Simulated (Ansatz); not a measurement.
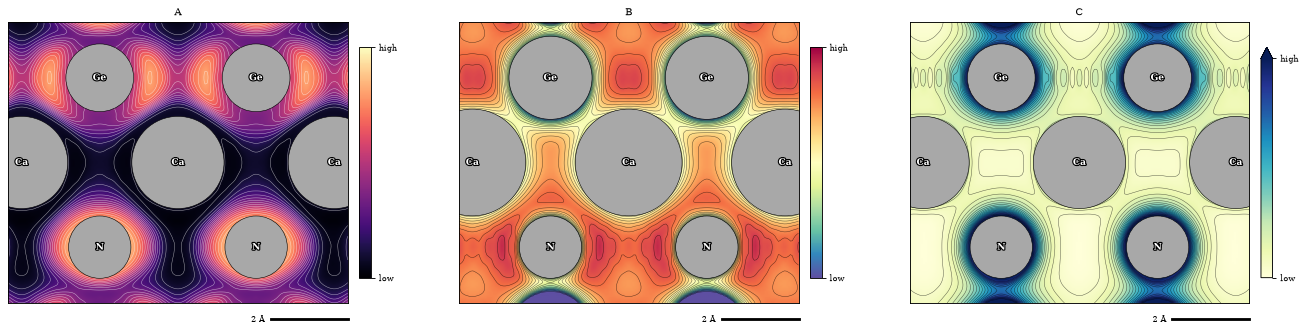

CaGeN: 3 fields on the (110) plane of the conventional cell, with unlabelled colour scales. Grey discs cover the atomic cores.

Space group P-6m2; a structure generated by program, which may or may not match a known phase; computed without spin polarisation.

Method: Ansatz 0.2.0, DFT PBE, scalar-relativistic, plane waves, PAW.

> Which field does each panel show? The fields are: electron localisation function, electrostatic potential energy of an electron and valence pseudo-density.

Panel A: electron localisation function. Panel B: electrostatic potential energy of an electron (low next to the atoms, rising into the space between them). Panel C: valence pseudo-density. From the grid: Ca–Ge (3.00 Å): the density is about 0.14 e/Å³ at the midpoint; the ELF peaks at about 0.55 in the valence shell of Ge, 1.2 Å from its nucleus, and drops to about 0.05 between the two atoms: no localised pair shows between them. Ca–N (3.00 Å): ρ is about 0.1 e/Å³ halfway; the ELF is about 0.10 at the midpoint: no localised pair shows between them.
